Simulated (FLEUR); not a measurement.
Band structure of ZrB2 (P6/mmm, 3 atoms in the cell).

```
ZrB2
1.0
    3.16752     0.00000     0.00000
   -1.58376     2.74315     0.00000
    0.00000     0.00000     3.55239
Zr B
1 2
Cartesian
  0.00000   0.00000   0.00000
  0.00000   1.82877   1.77619
  1.58376   0.91438   1.77619
```

Method of the run: PBE, all-electron FLAPW (FLEUR), scalar-relativistic valence.

Settings: Kmax = 3.8 1/bohr; GmaxXC = 15.2 1/bohr; xcFunctional = pbe; jspins = 1; l_soc = F; mode = hist; fermiSmearingEnergy = 0.00499791 Htr; mesh (inpgen div1-3) = 16 16 12; inpgen gamma flag = true; Gmax = 15.2 1/bohr; numbands = 0; maxIterBroyd = 15; imix = Anderson; alpha = 0.05.

The starting cell comes from a database of computed structures (which also holds hypothetical and non-ambient phases and stackings), without a prior relaxation at this level. Values depend on the basis (sphere radii, cutoffs, local orbitals), which need not be converged.

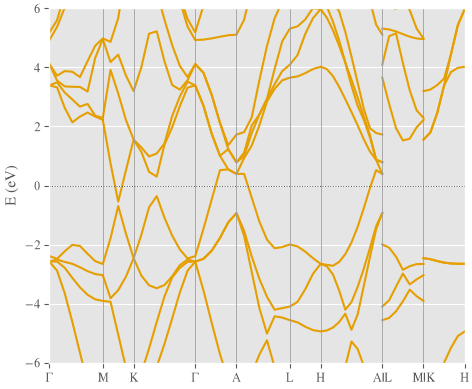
Figure. Bands along the path, energies from the Fermi level.

Levels in eV from the Fermi level, bands 6 to 13:
| point | 6 | 7 | 8 | 9 | 10 | 11 | 12 | 13 |
|---|---|---|---|---|---|---|---|---|
| Γ | -2.58 | -2.58 | -2.58 | -2.39 | 3.39 | 3.39 | 4.11 | 4.11 |
| M | -8.51 | -3.91 | -3.04 | -2.66 | 2.22 | 2.29 | 4.96 | 4.98 |
| K | -7.77 | -6.89 | -2.46 | -2.46 | 1.55 | 1.55 | 3.20 | 8.55 |
| A | -6.94 | -0.93 | -0.93 | 0.39 | 0.39 | 0.79 | 0.79 | 1.73 |
| L | -7.01 | -4.56 | -4.10 | -2.00 | 3.65 | 4.09 | 5.31 | 6.14 |
| H | -8.71 | -4.94 | -2.65 | -2.65 | 4.02 | 5.97 | 5.97 | 6.53 |
